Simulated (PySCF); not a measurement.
# C3H7FSi, SMILES `F[SiH2]C1CC1`: electronic structure

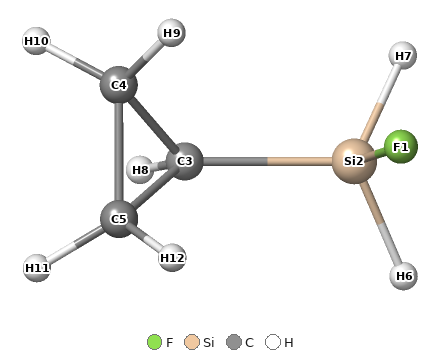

The molecule, with its atoms numbered as below. No frequency check shows the geometry to be a minimum.

Cartesian coordinates (Å):

```
F1      -1.4359    1.0734   -0.0084
Si2     -1.1229   -0.5087    0.0023
C3       0.7452   -0.7018    0.0090
C4       1.6086    0.2931    0.7422
C5       1.6106    0.2695   -0.7482
H6      -1.7322   -1.0197   -1.2140
H7      -1.7356   -0.9809    1.2394
H8       1.1104   -1.7222    0.0255
H9       1.1256    1.1239    1.2341
H10      2.4783   -0.0741    1.2670
H11      2.4817   -0.1141   -1.2588
H12      1.1290    1.0843   -1.2675
```

Part 1: Excited states

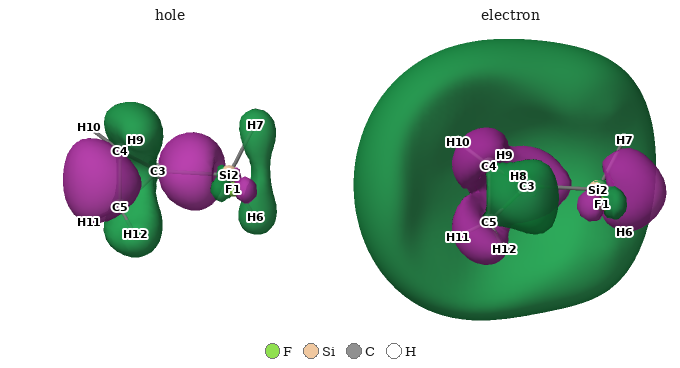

Leading natural transition orbital pair of S₃ (full linear response singlet states); the surfaces enclose about 78 % of each orbital's density.

Level of theory: CAM-B3LYP/6-311+G** (PySCF), at a geometry from GFN2-xTB.

Question: Where does the state lie, and where do hole and electron sit?

Answer: 7.79 eV (159 nm), f = 0.004, diffuse (Rydberg-like) orbital; the leading pair carries 97 %; hole on C4 and C5 (24 % each), C3 (21 %) and Si2 (13 %), electron on H8 (20 %), Si2 (18 %) and C3 (14 %) (atom shares of so diffuse an orbital are rough); their centroids lie 1.8 Å apart. In canonical orbitals it is mainly HOMO → LUMO+1 (77 %). The HOMO–LUMO gap is 10.44 eV.

Part 2: In an electric field

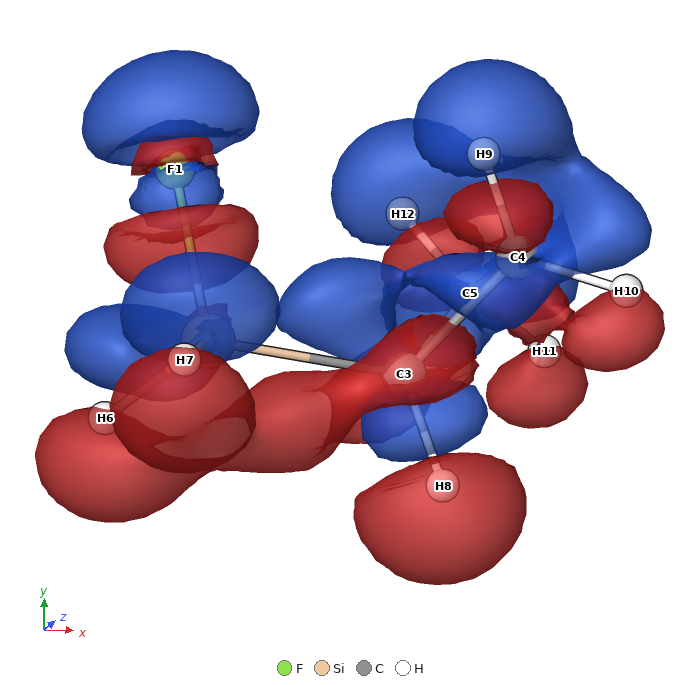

Change of the electron density in a uniform field of 0.26 V/Å, surfaces at ±0.002 e/Å³ (blue: gain, red: loss).

Method: ωB97X/aug-cc-pVDZ; geometry: GFN2-xTB; program: PySCF.

The field was applied in both directions; the picture shows the one opposite to the script's first.

Question: Along which Cartesian direction does the field point?

Answer: Along −y: electrons gather on the +y side, against the field.

Question: How large is the response?

Answer: The induced dipole is 0.69 D (along the field); α along this axis, from the fields in both directions, is 54 bohr³ (8.0 Å³).

Part 3: Removing or adding an electron

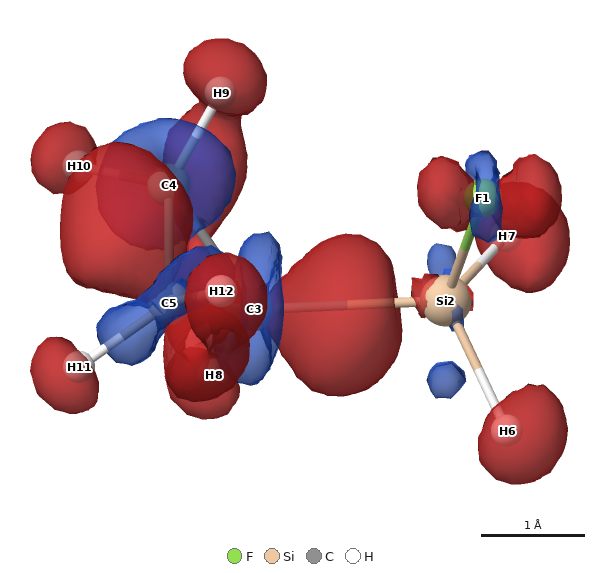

Fukui function f⁻ = ρ(N) − ρ(N−1) at fixed geometry, surfaces at ±0.03 e/Å³ (red positive, blue negative).

Method: BLYP/def2-SVPD; geometry: GFN2-xTB; program: PySCF.

Question: Which atoms respond most to the removal of an electron?

Answer: f⁻ (Hirshfeld-condensed) is largest on Si2 (0.14), C4 and C5 (0.12 each) and C3 (0.10); the vertical ionisation energy is 10.09 eV (the stability of the cation's solution wasn't checked). Condensed values hint at sites of electrophilic attack but needn't mark the atom that reacts. Shares this close don't rank the sites. Orbital relaxation makes it negative in places (0.20 e in all).
